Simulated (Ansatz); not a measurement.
One crystal and one scan (frozen-phonon scan) at two levels, PBE (plane waves to 420 eV, PAW, scalar-relativistic; Ansatz, a first-principles code) and r2SCAN (plane waves to 500 eV, PAW, scalar-relativistic; Ansatz), each from its own relaxed cell and on its own mesh. The cell shown is that of PBE.

Starting cell, ZnO (wurtzite):

```yaml
crystal:
  lattice:
    - [3.27960, 0.00000, 0.00000]
    - [-1.63980, 2.84021, 0.00000]
    - [0.00000, 0.00000, 5.29330]
  atoms:
    - { symbol: Zn, position: [0.66667, 0.33333, 0.00215] }
    - { symbol: Zn, position: [0.33333, 0.66667, 0.50215] }
    - { symbol: O, position: [0.66667, 0.33333, 0.62305] }
    - { symbol: O, position: [0.33333, 0.66667, 0.12305] }
```

A phonon eigenvector at Γ is frozen into this cell: atom i moves by Q times the vector below, so Q is the largest atomic displacement, in Å. The cell is held. It is one choice among 2 degenerate patterns.

| atom | x | y | z |
|---|---|---|---|
| Zn1 | 0.000 | -0.245 | 0.000 |
| Zn2 | 0.000 | -0.245 | 0.000 |
| O3 | 0.000 | 1.000 | 0.000 |
| O4 | 0.000 | 1.000 | 0.000 |

ZnO was relaxed with its symmetry unable to fall. Percentages come from the unrounded values.

```tsv
quantity	PBE	r2SCAN	PBE − r2SCAN
Lattice constant a (Å)	3.280	3.235	+0.045 (+1.4 %)
Lattice constant c (Å)	5.293	5.211	+0.082 (+1.6 %)
Relaxed volume (Å³/atom)	12.33	11.81	+0.52 (+4.4 %)
Band gap of the relaxed cell, no spin-orbit coupling (eV)	0.74	1.24	-0.50 (-40 %)
Harmonic wavenumber from the curvature (finite differences) (cm⁻¹ (negative: imaginary))	364	398	-34 (-8.5 %)
```

PBE gives the higher value for: lattice constant a; lattice constant c; relaxed volume. PBE gives the lower value for: band gap of the relaxed cell, no spin-orbit coupling; harmonic wavenumber from the curvature. Both give the same shape of the curve: a single well with its minimum at or next to zero displacement.

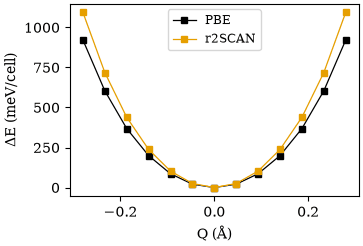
ΔE, each from the undisplaced structure of its own level.

(For displaced atoms, the force is minus the slope of the energy, and its curvature is a force constant, which sets phonon frequencies.)
